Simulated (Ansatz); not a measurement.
```xyz
10

N    -0.2103    0.2979    1.7638
Si    0.1555   -0.2821    0.1818
O     1.7226   -0.8572    0.3874
B    -0.9491   -0.3111   -1.4006
N    -0.1488    0.8303   -1.1772
H     0.3793    0.0015    2.5433
H    -1.1747    0.4653    2.0499
H     2.0806   -1.3006   -0.3998
H    -1.7422   -0.6167   -2.2669
H    -0.0297    1.7214   -1.6788
```

Method: RKS PBE-D4/def2-SVP in Ansatz 0.2.0.

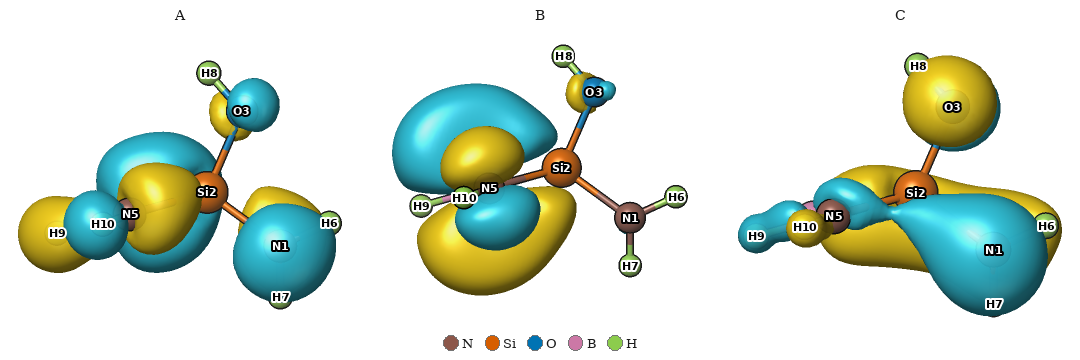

BH₅N₂OSi (SMILES N[Si]1(O)BN1). Three frontier orbitals at ±0.1 Å⁻³ᐟ² (yellow and cyan are the two phases), in no order.

> Which picture is the HOMO−1, the HOMO and the LUMO?

C is the HOMO−1 (−6.20 eV). By Hirshfeld shares it lies mainly on N1 (about 40 %), O3 (about 25 %), Si2 (about 15 %) and B4 (about 5 %). A is the HOMO (−5.03 eV). By Hirshfeld shares it lies mainly on N1 (about 25 %), B4 (about 25 %), Si2 (about 25 %) and N5 (about 10 %). B is the LUMO (−0.97 eV). It lies mainly on B4 (about 50 %), N5 (about 25 %), Si2 (about 15 %) and H9 (about 5 %); π-antibonding (π*) across B4–N5.

> What is the HOMO–LUMO gap?

4.06 eV between the orbital energies.
